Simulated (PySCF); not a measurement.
**Run report: C2H4P (charge −1), calculation of the molecule and its ions**

- system: C2H4P, charge −1
- method: EOM-CCSD/pcseg-0, RHF (PySCF 2.14.0)

The geometry was optimised with TPSSh/def2-mTZVP.

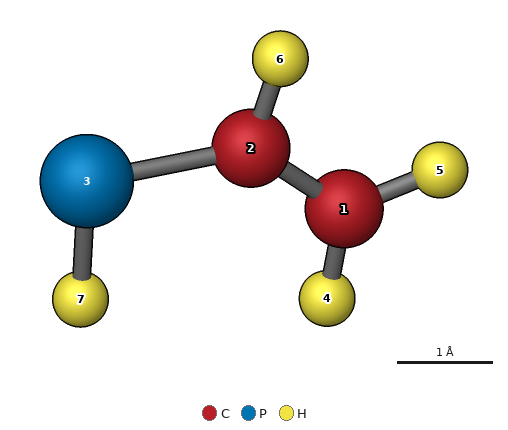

Figure 1. The structure (ball-and-stick view, seen at a tilt; atoms are numbered from 1 in the order of the input). Bond lengths as drawn: C–C 1.36 Å, C–H 1.09 to 1.10 Å, C–P 1.79 Å and H–P 1.44 Å.

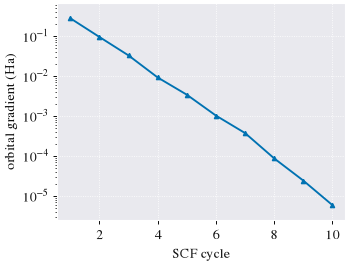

Figure 2. Convergence of the self-consistent field: orbital gradient against the SCF cycle. The residual falls at every step.

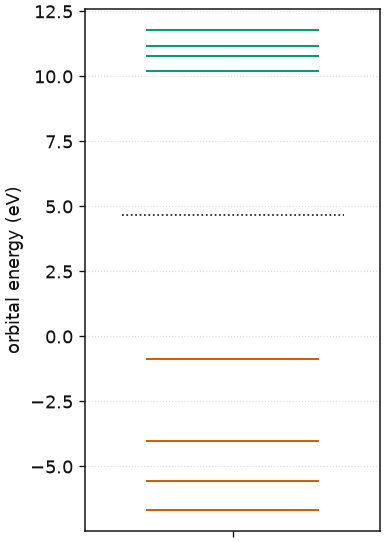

Figure 3. Orbital energies near the frontier (SCF reference); the dotted line parts filled from empty levels, and levels within 0.02 eV of each other stand side by side. Highest filled −0.86 eV, lowest empty 10.20 eV, 11.06 eV apart.

These pictures come from the run below.

### Input file (job.py)
```python
import numpy
from pyscf import gto, cc

system = gto.M(
    atom=[
    ('C', (-0.129471, 0.357638, -0.933530)),
    ('C', (-0.381231, 0.389070, 0.405356)),
    ('P', (-0.300322, -0.819479, 1.728461)),
    ('H', (0.202955, -0.549744, -1.434424)),
    ('H', (-0.250531, 1.241016, -1.560294)),
    ('H', (-0.709839, 1.363788, 0.786521)),
    ('H', (0.142040, -1.926081, 0.914899)),
],
    charge=-1,
    max_memory=1860,
    basis='pcseg-0',
    spin=0,
    verbose=4,
)

mf = system.RHF()
mf.kernel()

mycc = cc.CCSD(mf)
mycc.kernel()
etot = mycc.e_tot
print('Final energy', etot)

e, vec = mycc.ipccsd(nroots=4)
roots = numpy.atleast_1d(e) * 27.211386
print('EOM-IP-CCSD roots (eV)')
for i, w in enumerate(roots, 1):
    print('%3d %10.4f' % (i, w))
```

Command:
```bash
OMP_NUM_THREADS=1 python job.py
```

### What the program printed
```
PySCF version 2.14.0

[INPUT] num. atoms = 7
[INPUT] num. electrons = 32
[INPUT] charge = -1
[INPUT] spin (= nelec alpha-beta = 2S) = 0
[INPUT] symmetry False subgroup None
[INPUT] Mole.unit = angstrom
[INPUT] Symbol           X                Y                Z      unit          X                Y                Z       unit  Magmom
[INPUT]  1 C     -0.129471000000   0.357638000000  -0.933530000000 AA   -0.244664731074   0.675837871737  -1.764116029065 Bohr   0.0
[INPUT]  2 C     -0.381231000000   0.389070000000   0.405356000000 AA   -0.720422180194   0.735235743285   0.766011822949 Bohr   0.0
[INPUT]  3 P     -0.300322000000  -0.819479000000   1.728461000000 AA   -0.567526329182  -1.548590874832   3.266317906992 Bohr   0.0
[INPUT]  4 H      0.202955000000  -0.549744000000  -1.434424000000 AA    0.383529365611  -1.038865598623  -2.710668506503 Bohr   0.0
[INPUT]  5 H     -0.250531000000   1.241016000000  -1.560294000000 AA   -0.473434975713   2.345180356203  -2.948528333802 Bohr   0.0
[INPUT]  6 H     -0.709839000000   1.363788000000   0.786521000000 AA   -1.341401302535   2.577185811968   1.486309281219 Bohr   0.0
[INPUT]  7 H      0.142040000000  -1.926081000000   0.914899000000 AA    0.268416698733  -3.639765583728   1.728908541638 Bohr   0.0

nuclear repulsion = 86.927119361686
number of shells = 10
number of NR pGTOs = 69
number of NR cGTOs = 39
basis = pcseg-0
ecp = {}

******** <class 'pyscf.scf.hf.RHF'> ********
method = RHF
initial guess = minao
damping factor = 0
level_shift factor = 0
DIIS = <class 'pyscf.scf.diis.CDIIS'>
diis_start_cycle = 1
diis_space = 8
diis_damp = 0
SCF conv_tol = 1e-09
SCF conv_tol_grad = None
SCF max_cycles = 50
direct_scf = True
direct_scf_tol = 1e-13
Set gradient conv threshold to 3.16228e-05
Initial guess from minao.
init E= -418.18782823882
  HOMO = -0.151575750739327  LUMO = 0.0781247249130683  gap/eV = 6.25047
cycle= 1 E= -418.045677331051  delta_E= 0.142  |g|= 0.279  |ddm|= 2.68
  HOMO = 0.00238078531211738  LUMO = 0.371881398652576  gap/eV = 10.05462
cycle= 2 E= -418.078021714679  delta_E= -0.0323  |g|= 0.0949  |ddm|= 0.835
  HOMO = -0.030066688809417  LUMO = 0.377583880850393  gap/eV = 11.09274
cycle= 3 E= -418.08120368796  delta_E= -0.00318  |g|= 0.0327  |ddm|= 0.259
  HOMO = -0.0322767134221016  LUMO = 0.371929055108839  gap/eV = 10.99900
cycle= 4 E= -418.081727959521  delta_E= -0.000524  |g|= 0.00918  |ddm|= 0.0976
  HOMO = -0.0311031424607908  LUMO = 0.374701786097429  gap/eV = 11.04251
cycle= 5 E= -418.081785705522  delta_E= -5.77e-05  |g|= 0.0034  |ddm|= 0.0278
  HOMO = -0.0315288474535087  LUMO = 0.374718371100087  gap/eV = 11.05455
cycle= 6 E= -418.081799209694  delta_E= -1.35e-05  |g|= 0.00102  |ddm|= 0.0157
  HOMO = -0.031704742945188  LUMO = 0.37478321063673  gap/eV = 11.06110
cycle= 7 E= -418.081800396463  delta_E= -1.19e-06  |g|= 0.000372  |ddm|= 0.0056
  HOMO = -0.0316879348095285  LUMO = 0.374847580057905  gap/eV = 11.06239
cycle= 8 E= -418.081800460359  delta_E= -6.39e-08  |g|= 8.64e-05  |ddm|= 0.00103
  HOMO = -0.031691822983563  LUMO = 0.37484277036091  gap/eV = 11.06237
cycle= 9 E= -418.08180046833  delta_E= -7.97e-09  |g|= 2.4e-05  |ddm|= 0.000644
  HOMO = -0.0316917648743864  LUMO = 0.374842688247594  gap/eV = 11.06237
cycle= 10 E= -418.081800468844  delta_E= -5.15e-10  |g|= 5.83e-06  |ddm|= 0.000149
  HOMO = -0.0316910648878965  LUMO = 0.374843113657288  gap/eV = 11.06236
Extra cycle  E= -418.081800468868  delta_E= -2.38e-11  |g|= 2.6e-06  |ddm|= 1.58e-05
converged SCF energy = -418.081800468868

******** <class 'pyscf.cc.ccsd.CCSD'> ********
CC2 = 0
CCSD nocc = 16, nmo = 39
max_cycle = 50
direct = 0
conv_tol = 1e-07
conv_tol_normt = 1e-05
diis_space = 6
diis_start_cycle = 0
diis_start_energy_diff = 1e+09
Init t2, MP2 energy = -418.33510253421  E_corr(MP2) -0.25330206534227
Init E_corr(CCSD) = -0.25330206534708
cycle = 1  E_corr(CCSD) = -0.268869364928233  dE = -0.0155672996  norm(t1,t2) = 0.0582577
cycle = 2  E_corr(CCSD) = -0.278513243129657  dE = -0.0096438782  norm(t1,t2) = 0.0222782
cycle = 3  E_corr(CCSD) = -0.281605963876757  dE = -0.00309272075  norm(t1,t2) = 0.0113744
cycle = 4  E_corr(CCSD) = -0.283211959968092  dE = -0.00160599609  norm(t1,t2) = 0.00442162
cycle = 5  E_corr(CCSD) = -0.283076176836053  dE = 0.000135783132  norm(t1,t2) = 0.00133448
cycle = 6  E_corr(CCSD) = -0.283010319343227  dE = 6.58574928e-05  norm(t1,t2) = 0.000347436
cycle = 7  E_corr(CCSD) = -0.283015979182933  dE = -5.65983971e-06  norm(t1,t2) = 0.000182657
cycle = 8  E_corr(CCSD) = -0.283017494353982  dE = -1.51517105e-06  norm(t1,t2) = 6.16963e-05
cycle = 9  E_corr(CCSD) = -0.283015800223101  dE = 1.69413088e-06  norm(t1,t2) = 2.57493e-05
cycle = 10  E_corr(CCSD) = -0.283016142708919  dE = -3.42485818e-07  norm(t1,t2) = 1.02045e-05
cycle = 11  E_corr(CCSD) = -0.283016050576858  dE = 9.21320601e-08  norm(t1,t2) = 2.61145e-06
CCSD converged
E(CCSD) = -418.364816519445  E_corr = -0.2830160505768584
Final energy -418.36481651944496

******** <class 'pyscf.cc.eom_rccsd.EOMIP'> ********
max_space = 20
max_cycle = 50
conv_tol = 1e-07
partition = None
EOM-CCSD root 0 E = 0.007763736005382385  qpwt = 0.961846  conv = True
EOM-CCSD root 1 E = 0.1149329263924215  qpwt = 0.957196  conv = True
EOM-CCSD root 2 E = 0.1497251786341589  qpwt = 0.751519  conv = True
EOM-CCSD root 3 E = 0.204698867029804  qpwt = 0.951709  conv = True
EOM-IP-CCSD roots (eV)
  1     0.2113
  2     3.1275
  3     4.0742
  4     5.5701
```

### Results in brief

- outcome: converged
- total energy: −418.364817 hartree
- SCF energy: −418.081800 hartree
- correlation energy: −0.283016 hartree
- basis functions: 39
- T1 diagnostic: 0.011
- HOMO of the SCF reference: −0.86 eV
- LUMO of the SCF reference: 10.20 eV
- ionisation energy: 0.21, 3.13, 4.07 eV
- hardware: 1 thread of Arm Neoverse V2, 24 GiB of memory available, shared host
- wall time: 2.2 s
- peak memory: 0.17 GiB
